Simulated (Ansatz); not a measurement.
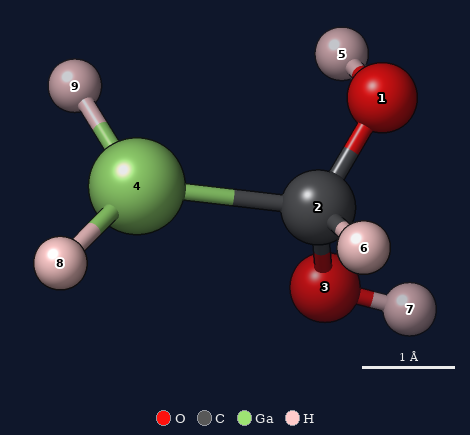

The structure as given in the input (ball-and-stick view, seen at a tilt; atoms are numbered from 1 in the order of the input). Sticks mark near contacts. Bond lengths as drawn: C–Ga 2.01 Å, C–H 1.10 Å, C–O 1.41 Å, Ga–H 1.57 to 1.58 Å and H–O 0.96 Å.

# CH$_{5}$GaO$_{2}$: molecular dynamics (part 1 of 2)

- system: CH$_{5}$GaO$_{2}$, SMILES O[CH](O)[GaH2]
- method: RKS revPBE-d3bj/6-31G* (Ansatz 0.2.0)

The geometry comes from this level: PBE0-D4/def2-TZVP. Figures and captions count atoms from 1; the log counts them from 0 in places.

The program's output
```
Functional definition: revPBE
  name "revPBE"
  cite "Zhang & Yang, Phys. Rev. Lett. 80, 890 (1998) doi:10.1103/PhysRevLett.80.890"
  cite "Perdew, Burke & Ernzerhof, Phys. Rev. Lett. 77, 3865 (1996) doi:10.1103/PhysRevLett.77.3865"
  parameter kappa = 1.245
  parameter beta = 0.06672455060314922
  exchange = pbe_x(kappa = kappa, mu = beta*pi^2/3)
  correlation = pbe_c(beta = beta)
1057 factors; their error is unknown
mean field evaluation 1: about -57569.0756 eV, gradient 6.4e1 eV
mean field evaluation 2: about -57509.2601 eV, gradient 1.6e2 eV
mean field evaluation 4: about -57576.0460 eV, gradient 1.0e1 eV
mean field evaluation 8: about -57576.2213 eV, gradient 7.9e-2 eV
mean field evaluation 16: about -57576.1832 eV, gradient 7.1e-5 eV
mean field -57576.18323591 eV, -2115.8857073810 hartree, gradient 7.1e-5 eV, S^2 0.000000; 0 other end points of the search recorded, 0 dependent functions left out
the calculation of the forces begins
reference -57576.18329622 eV, -2115.8857095973 hartree; 29, 29 occupied and 61, 61 virtual orbitals, 1057 factors
md step     0: t =     0.00 fs  T =  1000.0 K  F+E_penalty+E_count = -57576.53492475 eV  E_kin = 0.904820 eV  conserved = -57575.63010476 eV  (26 SCF iters)
these checks for a lower state are left out or cut short: starts, cluster_reference, orbital_swaps, neighbouring_geometries, increment
1057 factors; their error is unknown
mean field -57576.15965182 eV, -2115.8848406818 hartree, gradient 9.6e-6 eV, S^2 0.000000; 0 other end points of the search recorded, 0 dependent functions left out
the calculation of the forces begins
reference -57576.15971219 eV, -2115.8848429003 hartree; 29, 29 occupied and 61, 61 virtual orbitals, 1057 factors
md step     1: t =     0.50 fs  T =   974.9 K  F+E_penalty+E_count = -57576.51184799 eV  E_kin = 0.882110 eV  conserved = -57575.62973850 eV  (29 SCF iters, 3 dispersion substeps)
[... from here on the SCF iterations and repeated set-up lines of each step are left out, up to the last step ...]
md step     2: t =     1.00 fs  T =   936.5 K  F+E_penalty+E_count = -57576.47641639 eV  E_kin = 0.847328 eV  conserved = -57575.62908994 eV  (30 SCF iters, 3 dispersion substeps)
md step     3: t =     1.50 fs  T =   895.1 K  F+E_penalty+E_count = -57576.43842290 eV  E_kin = 0.809892 eV  conserved = -57575.62853607 eV  (29 SCF iters, 3 dispersion substeps)
md step     4: t =     2.00 fs  T =   859.8 K  F+E_penalty+E_count = -57576.40626189 eV  E_kin = 0.777926 eV  conserved = -57575.62834931 eV  (30 SCF iters, 3 dispersion substeps)
md step     5: t =     2.50 fs  T =   833.7 K  F+E_penalty+E_count = -57576.38286949 eV  E_kin = 0.754387 eV  conserved = -57575.62850802 eV  (29 SCF iters, 3 dispersion substeps)
md step     6: t =     3.00 fs  T =   814.7 K  F+E_penalty+E_count = -57576.36589815 eV  E_kin = 0.737153 eV  conserved = -57575.62879029 eV  (29 SCF iters, 3 dispersion substeps)
md step     7: t =     3.50 fs  T =   797.9 K  F+E_penalty+E_count = -57576.35089206 eV  E_kin = 0.721961 eV  conserved = -57575.62900041 eV  (30 SCF iters, 3 dispersion substeps)
md step     8: t =     4.00 fs  T =   779.5 K  F+E_penalty+E_count = -57576.33427782 eV  E_kin = 0.705297 eV  conserved = -57575.62908229 eV  (29 SCF iters, 3 dispersion substeps)
md step     9: t =     4.50 fs  T =   757.6 K  F+E_penalty+E_count = -57576.31439852 eV  E_kin = 0.685459 eV  conserved = -57575.62907948 eV  (30 SCF iters, 3 dispersion substeps)
md step    10: t =     5.00 fs  T =   731.8 K  F+E_penalty+E_count = -57576.29103434 eV  E_kin = 0.662177 eV  conserved = -57575.62904279 eV  (30 SCF iters, 3 dispersion substeps)
md step    11: t =     5.50 fs  T =   702.9 K  F+E_penalty+E_count = -57576.26471778 eV  E_kin = 0.635982 eV  conserved = -57575.62897407 eV  (29 SCF iters, 3 dispersion substeps)
md step    12: t =     6.00 fs  T =   672.1 K  F+E_penalty+E_count = -57576.23667895 eV  E_kin = 0.608141 eV  conserved = -57575.62883626 eV  (29 SCF iters, 3 dispersion substeps)
md step    13: t =     6.50 fs  T =   642.2 K  F+E_penalty+E_count = -57576.20930333 eV  E_kin = 0.581056 eV  conserved = -57575.62861222 eV  (29 SCF iters, 3 dispersion substeps)
md step    14: t =     7.00 fs  T =   617.0 K  F+E_penalty+E_count = -57576.18622825 eV  E_kin = 0.558292 eV  conserved = -57575.62837561 eV  (29 SCF iters, 3 dispersion substeps)
md step    15: t =     7.50 fs  T =   600.5 K  F+E_penalty+E_count = -57576.17111179 eV  E_kin = 0.543341 eV  conserved = -57575.62829191 eV  (29 SCF iters, 3 dispersion substeps)
md step    16: t =     8.00 fs  T =   593.8 K  F+E_penalty+E_count = -57576.16514995 eV  E_kin = 0.537259 eV  conserved = -57575.62850361 eV  (30 SCF iters, 3 dispersion substeps)
md step    17: t =     8.50 fs  T =   593.3 K  F+E_penalty+E_count = -57576.16506603 eV  E_kin = 0.536809 eV  conserved = -57575.62897235 eV  (27 SCF iters, 3 dispersion substeps)
md step    18: t =     9.00 fs  T =   591.5 K  F+E_penalty+E_count = -57576.16380673 eV  E_kin = 0.535188 eV  conserved = -57575.62944608 eV  (29 SCF iters, 3 dispersion substeps)
md step    19: t =     9.50 fs  T =   581.0 K  F+E_penalty+E_count = -57576.15433877 eV  E_kin = 0.525670 eV  conserved = -57575.62961889 eV  (29 SCF iters, 3 dispersion substeps)
md step    20: t =    10.00 fs  T =   559.1 K  F+E_penalty+E_count = -57576.13417552 eV  E_kin = 0.505895 eV  conserved = -57575.62936070 eV  (30 SCF iters, 3 dispersion substeps)
md step    21: t =    10.50 fs  T =   530.1 K  F+E_penalty+E_count = -57576.10726005 eV  E_kin = 0.479644 eV  conserved = -57575.62883092 eV  (29 SCF iters, 3 dispersion substeps)
md step    22: t =    11.00 fs  T =   502.4 K  F+E_penalty+E_count = -57576.08158539 eV  E_kin = 0.454574 eV  conserved = -57575.62836528 eV  (30 SCF iters, 3 dispersion substeps)
md step    23: t =    11.50 fs  T =   483.5 K  F+E_penalty+E_count = -57576.06422645 eV  E_kin = 0.437510 eV  conserved = -57575.62821414 eV  (29 SCF iters, 3 dispersion substeps)
md step    24: t =    12.00 fs  T =   476.2 K  F+E_penalty+E_count = -57576.05759067 eV  E_kin = 0.430873 eV  conserved = -57575.62836751 eV  (30 SCF iters, 3 dispersion substeps)
md step    25: t =    12.50 fs  T =   478.1 K  F+E_penalty+E_count = -57576.05941992 eV  E_kin = 0.432598 eV  conserved = -57575.62863362 eV  (30 SCF iters, 3 dispersion substeps)
md step    26: t =    13.00 fs  T =   484.8 K  F+E_penalty+E_count = -57576.06551210 eV  E_kin = 0.438650 eV  conserved = -57575.62884809 eV  (30 SCF iters, 3 dispersion substeps)
md step    27: t =    13.50 fs  T =   492.3 K  F+E_penalty+E_count = -57576.07223505 eV  E_kin = 0.445435 eV  conserved = -57575.62897532 eV  (30 SCF iters, 3 dispersion substeps)
md step    28: t =    14.00 fs  T =   498.0 K  F+E_penalty+E_count = -57576.07725414 eV  E_kin = 0.450576 eV  conserved = -57575.62905655 eV  (30 SCF iters, 3 dispersion substeps)
md step    29: t =    14.50 fs  T =   500.2 K  F+E_penalty+E_count = -57576.07908859 eV  E_kin = 0.452566 eV  conserved = -57575.62911681 eV  (29 SCF iters, 3 dispersion substeps)
these checks for a lower state are left out or cut short: starts, cluster_reference, orbital_swaps, neighbouring_geometries, increment
1057 factors; their error is unknown
mean field -57575.72750115 eV, -2115.8689594376 hartree, gradient 1.3e-5 eV, S^2 0.000000; 0 other end points of the search recorded, 0 dependent functions left out
the calculation of the forces begins
reference -57575.72756198 eV, -2115.8689616729 hartree; 29, 29 occupied and 61, 61 virtual orbitals, 1057 factors
1057 factors; their error is unknown
mean field evaluation 256: about -57575.7275 eV, gradient 5.0e-2 eV
mean field -57575.72750115 eV, -2115.8689594376 hartree, gradient 1.3e-5 eV, S^2 0.000000; 1 other end points of the search recorded, 0 dependent functions left out
the calculation of the forces begins
reference -57575.72756198 eV, -2115.8689616729 hartree; 29, 29 occupied and 61, 61 virtual orbitals, 1057 factors
md step    30: t =    15.00 fs  T =   497.9 K  F+E_penalty+E_count = -57576.07683166 eV  E_kin = 0.450535 eV  conserved = -57575.62911908 eV  (28 SCF iters, 3 dispersion substeps)
```

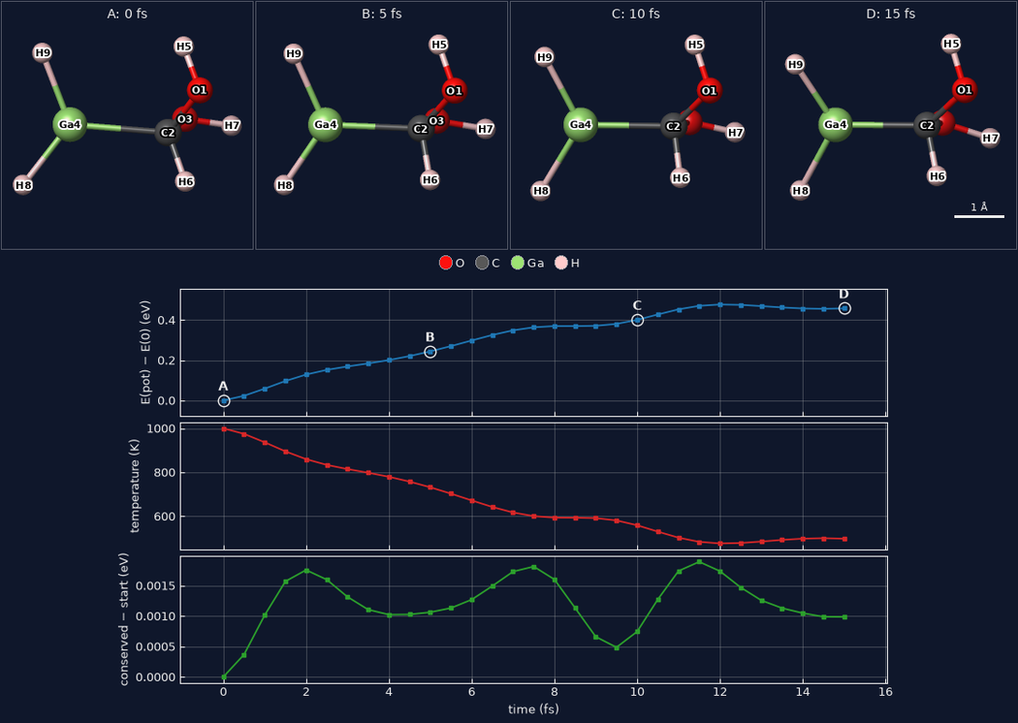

Frames of the molecular dynamics (ball-and-stick, seen at a tilt) above the curves, on which the letters mark them. The trajectory kept here has 31 frames over 15 fs. The temperature starts at 1000 K, ranges from 476 to 1000 K and averages 529 K over the second half. The potential energy ends 0.458 eV above its first value. The conserved quantity stays within 0.0019 eV. After an unweighted best fit of the last frame on the first, the root-mean-square displacement is 0.29 Å, and H8 has moved furthest (0.48 Å).

```
Total energy: -57576.07689248 eV, -2115.8817993320 hartree
Atom 0 at    -0.138153     1.690792    -0.186809 Å, force     0.139403    -0.492140    -0.550381 eV/Å
Atom 1 at     0.307910     0.342708     0.021923 Å, force     1.779157     1.294604    -0.249464 eV/Å
Atom 2 at     1.027224    -0.398671    -1.020738 Å, force     0.705342     1.874482    -0.563964 eV/Å
Atom 3 at    -0.775796    -1.002969     0.727660 Å, force    -1.499028    -2.239596     1.071827 eV/Å
Atom 4 at    -0.963982     1.678984    -0.715012 Å, force     0.007598    -0.167844    -0.103299 eV/Å
Atom 5 at     1.021046     0.496089     0.838547 Å, force     0.528549     0.240537     0.317653 eV/Å
Atom 6 at     1.854281     0.159750    -1.250399 Å, force    -1.206131    -0.914954     0.322188 eV/Å
Atom 7 at    -0.002489    -2.209313     1.543334 Å, force    -0.419494     0.519655    -0.299603 eV/Å
Atom 8 at    -2.361708    -0.941321     0.571652 Å, force    -0.035396    -0.114743     0.055043 eV/Å
Dipole moment:     0.065928     0.202658    -0.097402 e Å
```

Trajectory as extended XYZ (Å, eV, eV/Å), 31 frames, from step=0 to step=30
```
9
Properties=species:S:1:pos:R:3:forces:R:3 step=0 time_fs=0.0 energy=-57576.53492 temperature=1000.0
O    -0.1136    1.6058   -0.2277    0.3440   0.9886   0.5417
C     0.4761    0.3621    0.0615    0.0080  -0.1696   0.1445
O     1.0089   -0.2514   -1.0932   -0.4075  -1.0513  -0.3275
Ga   -0.8046   -1.0224    0.7538    0.0326  -0.0161  -0.0117
H    -0.8817    1.4529   -0.7875   -0.6511  -0.2529  -0.5185
H     1.2743    0.6042    0.7714    0.2353   0.1123   0.3298
H     1.7051    0.3122   -1.4519    0.6248   0.5609  -0.2673
H    -0.4285   -2.0500    1.8774    0.0433  -0.1698   0.2070
H    -2.2361   -1.0134    0.0961   -0.2295  -0.0022  -0.0981
9
Properties=species:S:1:pos:R:3:forces:R:3 step=1 time_fs=0.5 energy=-57576.51185 temperature=974.9
O    -0.1134    1.6079   -0.2251   -0.1086   0.9102   0.1495
C     0.4700    0.3597    0.0549   -0.2112  -0.1787   0.2724
O     1.0089   -0.2547   -1.0874   -0.7628  -1.4188  -0.3083
Ga   -0.8030   -1.0215    0.7530   -0.1101   0.0730  -0.1733
H    -0.8940    1.4607   -0.7889   -0.2027  -0.1598  -0.1926
H     1.2514    0.5915    0.7760    0.4568   0.1895   0.4550
H     1.6996    0.2977   -1.4443    1.0573   0.8977  -0.4799
H    -0.4159   -2.0467    1.8542    0.0932  -0.3081   0.3576
H    -2.2429   -1.0089    0.1080   -0.2119  -0.0051  -0.0804
9
Properties=species:S:1:pos:R:3:forces:R:3 step=2 time_fs=1.0 energy=-57576.47642 temperature=936.5
O    -0.1132    1.6100   -0.2225   -0.5522   0.8312  -0.2294
C     0.4639    0.3572    0.0484   -0.3887  -0.1612   0.4278
O     1.0088   -0.2583   -1.0817   -0.9960  -1.6861  -0.3474
Ga   -0.8015   -1.0206    0.7523   -0.2642   0.1566  -0.3296
H    -0.9069    1.4682   -0.7909    0.2406  -0.0748   0.1228
H     1.2296    0.5792    0.7817    0.6321   0.2516   0.5472
H     1.6967    0.2854   -1.4378    1.3702   1.1331  -0.6319
H    -0.4030   -2.0442    1.8318    0.1445  -0.4421   0.4993
H    -2.2502   -1.0045    0.1198   -0.1864  -0.0082  -0.0589
9
Properties=species:S:1:pos:R:3:forces:R:3 step=3 time_fs=1.5 energy=-57576.43842 temperature=895.1
O    -0.1130    1.6123   -0.2199   -0.9366   0.7568  -0.5597
C     0.4576    0.3547    0.0420   -0.5060  -0.1119   0.6245
O     1.0085   -0.2621   -1.0761   -1.0407  -1.8036  -0.4783
Ga   -0.8001   -1.0197    0.7515   -0.4255   0.2271  -0.4721
H    -0.9191    1.4755   -0.7925    0.6280  -0.0048   0.3925
H     1.2093    0.5675    0.7888    0.7458   0.2948   0.5895
H     1.6970    0.2758   -1.4328    1.4948   1.2176  -0.6866
H    -0.3898   -2.0427    1.8106    0.1942  -0.5641   0.6244
H    -2.2580   -1.0000    0.1314   -0.1540  -0.0119  -0.0342
9
Properties=species:S:1:pos:R:3:forces:R:3 step=4 time_fs=2.0 energy=-57576.40626 temperature=859.8
O    -0.1131    1.6148   -0.2175   -1.2327   0.6886  -0.8218
C     0.4513    0.3522    0.0356   -0.5532  -0.0299   0.8703
O     1.0081   -0.2662   -1.0705   -0.8708  -1.7535  -0.7135
Ga   -0.7986   -1.0188    0.7507   -0.5893   0.2765  -0.5924
H    -0.9298    1.4827   -0.7932    0.9301   0.0479   0.5972
H     1.1908    0.5566    0.7972    0.7909   0.3181   0.5706
H     1.7009    0.2691   -1.4295    1.4023   1.1345  -0.6287
H    -0.3762   -2.0425    1.7910    0.2389  -0.6660   0.7252
H    -2.2661   -0.9956    0.1429   -0.1162  -0.0162  -0.0071
9
Properties=species:S:1:pos:R:3:forces:R:3 step=5 time_fs=2.5 energy=-57576.38287 temperature=833.7
O    -0.1133    1.6173   -0.2151   -1.4271   0.6260  -1.0081
C     0.4449    0.3496    0.0295   -0.5302   0.0813   1.1636
O     1.0075   -0.2706   -1.0650   -0.5133  -1.5581  -1.0363
Ga   -0.7971   -1.0179    0.7499   -0.7500   0.2975  -0.6828
H    -0.9384    1.4901   -0.7924    1.1330   0.0834   0.7290
H     1.1742    0.5464    0.8070    0.7699   0.3231   0.4885
H     1.7082    0.2651   -1.4277    1.1174   0.9080  -0.4710
H    -0.3619   -2.0440    1.7730    0.2747  -0.7402   0.7952
H    -2.2745   -0.9912    0.1544   -0.0744  -0.0211   0.0219
9
Properties=species:S:1:pos:R:3:forces:R:3 step=6 time_fs=3.0 energy=-57576.36590 temperature=814.7
O    -0.1137    1.6199   -0.2129   -1.5157   0.5680  -1.1172
C     0.4383    0.3471    0.0235   -0.4461   0.2150   1.4927
O     1.0069   -0.2752   -1.0597   -0.0367  -1.2685  -1.4077
Ga   -0.7957   -1.0170    0.7490   -0.9022   0.2842  -0.7375
H    -0.9442    1.4977   -0.7900    1.2320   0.1032   0.7865
H     1.1595    0.5370    0.8179    0.6943   0.3136   0.3503
H     1.7181    0.2633   -1.4270    0.7063   0.5916  -0.2487
H    -0.3470   -2.0472    1.7570    0.2981  -0.7804   0.8298
H    -2.2831   -0.9869    0.1659   -0.0300  -0.0268   0.0518
9
Properties=species:S:1:pos:R:3:forces:R:3 step=7 time_fs=3.5 energy=-57576.35089 temperature=797.9
O    -0.1144    1.6226   -0.2109   -1.4978   0.5140  -1.1504
C     0.4317    0.3447    0.0179   -0.3162   0.3621   1.8388
O     1.0063   -0.2799   -1.0546    0.4774  -0.9427  -1.7817
Ga   -0.7943   -1.0160    0.7481   -1.0411   0.2331  -0.7534
H    -0.9470    1.5055   -0.7856    1.2263   0.1088   0.7707
H     1.1463    0.5283    0.8297    0.5811   0.2944   0.1709
H     1.7298    0.2629   -1.4269    0.2485   0.2463  -0.0039
H    -0.3314   -2.0522    1.7429    0.3062  -0.7830   0.8270
H    -2.2917   -0.9827    0.1776    0.0156  -0.0331   0.0819
9
Properties=species:S:1:pos:R:3:forces:R:3 step=8 time_fs=4.0 energy=-57576.33428 temperature=779.5
O    -0.1152    1.6253   -0.2090   -1.3733   0.4639  -1.1094
C     0.4250    0.3423    0.0127   -0.1579   0.5135   2.1799
O     1.0057   -0.2849   -1.0497    0.9601  -0.6272  -2.1195
Ga   -0.7929   -1.0151    0.7472   -1.1632   0.1440  -0.7305
H    -0.9470    1.5136   -0.7794    1.1155   0.1016   0.6834
H     1.1346    0.5203    0.8419    0.4487   0.2704  -0.0308
H     1.7420    0.2631   -1.4268   -0.1884  -0.0786   0.2276
H    -0.3151   -2.0592    1.7309    0.2975  -0.7475   0.7880
H    -2.3003   -0.9785    0.1895    0.0610  -0.0401   0.1114
9
Properties=species:S:1:pos:R:3:forces:R:3 step=9 time_fs=4.5 energy=-57576.31440 temperature=757.6
O    -0.1163    1.6282   -0.2073   -1.1432   0.4179  -0.9965
C     0.4183    0.3400    0.0079    0.0127   0.6612   2.4950
O     1.0053   -0.2899   -1.0452    1.3668  -0.3506  -2.3963
Ga   -0.7916   -1.0141    0.7463   -1.2666   0.0196  -0.6716
H    -0.9442    1.5220   -0.7715    0.9006   0.0827   0.5266
H     1.1240    0.5130    0.8541    0.3139   0.2456  -0.2362
H     1.7538    0.2631   -1.4262   -0.5607  -0.3524   0.4226
H    -0.2980   -2.0679    1.7207    0.2717  -0.6766   0.7169
H    -2.3088   -0.9744    0.2016    0.1049  -0.0476   0.1396
```
